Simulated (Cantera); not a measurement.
Input: 1 mol SiHCl3, 12 mol H2, equilibrated at 13.3 mbar.

Cantera equilibrium calculation (NASA polynomials, part measured and part estimated; ideal gas, pure solids and liquids). Candidate condensed phases: Si; 19 gas species. The tables' values for SiCl3, SiCl are old estimates; treat these amounts as uncertain. Gases not in the tables: Si2H6 and higher silanes. Rates play no part.

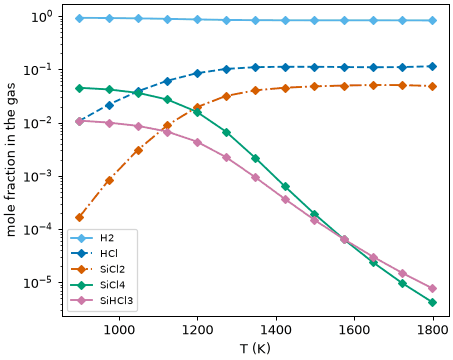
Equilibrium gas composition (values under 1e-9 drawn at 1e-9)

Problem. Read off the mole fractions at 1723 K.

Solution. H2 about 0.84, HCl about 0.11, SiCl2 about 0.051, SiHCl3 about 1.5e-5, SiCl4 about 9.6e-6.
